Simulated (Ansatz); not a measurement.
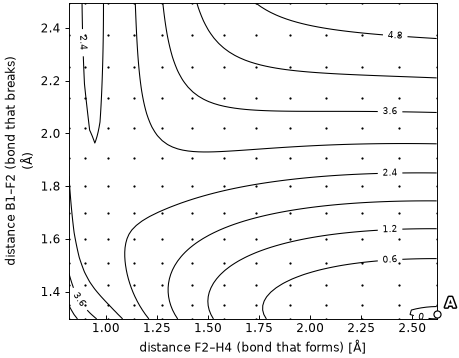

The reacting system BF2HS (fragments BF₂HS where the first distance is long, BFS + FH where the second is long). 
- Coordinates scanned: (1) distance F2–H4 (bond that forms); (2) distance B1–F2 (bond that breaks).
- Relaxed at each point: all other coordinates.
- The scan uses a 13 × 13 grid.
- Points are written as (first, second).
- Energies: eV, counted from the lowest grid point.
- The reference is spin-restricted, so regions where a bond is pulled apart into radicals lie too high.
- The calculation used RKS PBE0-D4/def2-SVP (Ansatz).

In the figure: contour lines labelled in eV, dots at the grid points, the point A. Between grid points the surface is interpolated.

Find the lowest path from A to the other arm of the map, and its barrier.

The easiest path runs from the side where the first distance is long, about (2.62 Å, 1.31 Å), to the side where the second distance is long, about (0.92 Å, 2.50 Å). Its highest point, at (1.011 Å, 1.698 Å), lies about 2.5 eV above the start and 0.14 eV above the end on the interpolated surface. An end on the edge of the scan is no minimum, so the barrier from there is a lower bound.

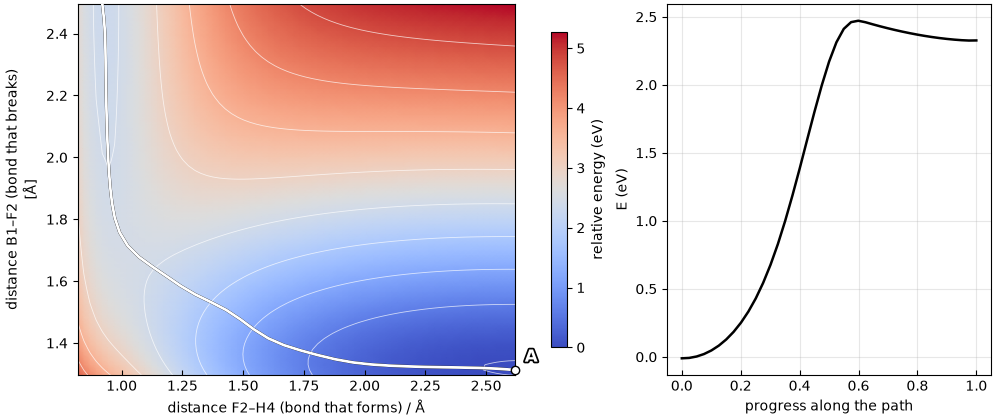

In the figure: a smooth colour map with a few white contour lines, a line along the lowest path, the energy along the path at the right. Between grid points the surface is interpolated.
